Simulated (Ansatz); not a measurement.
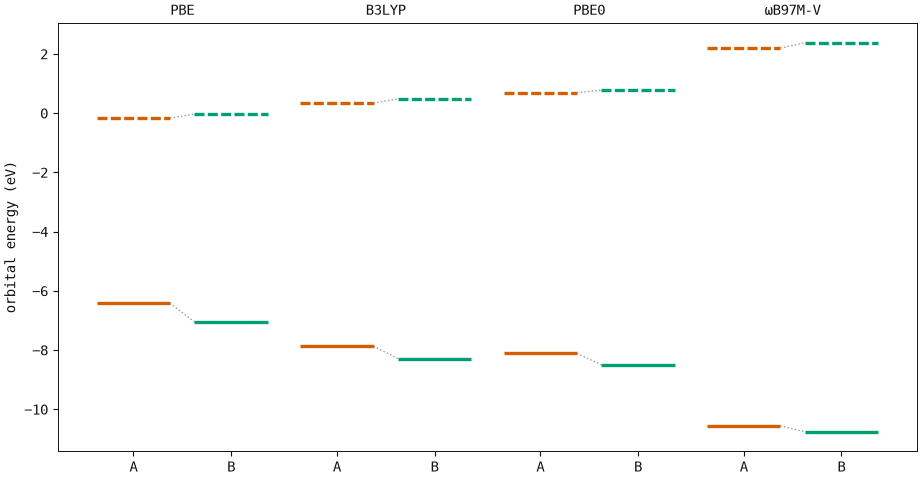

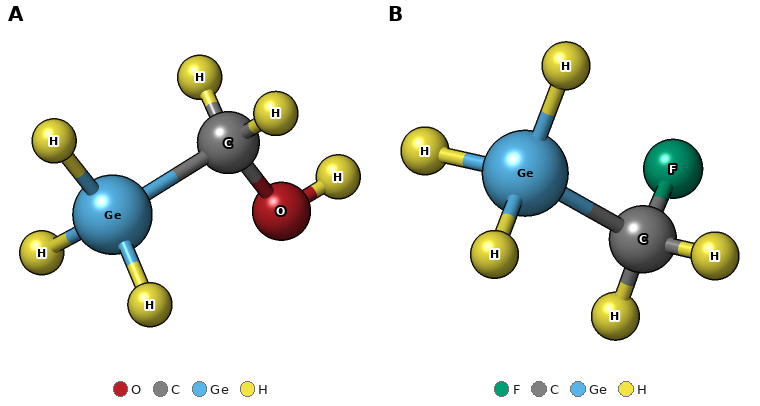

One change: A, CH₆GeO (SMILES O[CH2][GeH3]), becomes B, CH₅FGe (SMILES F[CH2][GeH3]). OH on C is replaced by F. HOMO (solid) and LUMO (dashed) computed in def2-TZVPP at PBE0-D4/def2-TZVP geometries, both minima by their frequencies, gas phase, the Ansatz code. Empty levels above zero depend strongly on the basis.

What does the change do to HOMO and LUMO?

Answer. PBE: the HOMO falls by 0.63 eV, the LUMO rises by 0.14 eV, and the separation goes from 6.25 to 7.02 eV. B3LYP: the HOMO falls by 0.41 eV, the LUMO rises by 0.14 eV, and the separation goes from 8.22 to 8.77 eV. PBE0: the HOMO falls by 0.39 eV, the LUMO rises by 0.08 eV, and the separation goes from 8.81 to 9.28 eV. ωB97M-V: the HOMO falls by 0.20 eV, the LUMO rises by 0.18 eV, and the separation goes from 12.76 to 13.14 eV.

Do the functionals agree on the effect?

Answer. They agree on the direction for both levels; the HOMO shift lies between −0.63 and −0.20 eV and the LUMO shift between 0.08 and 0.18 eV, while the separations themselves differ by up to 6.5 eV between functionals.
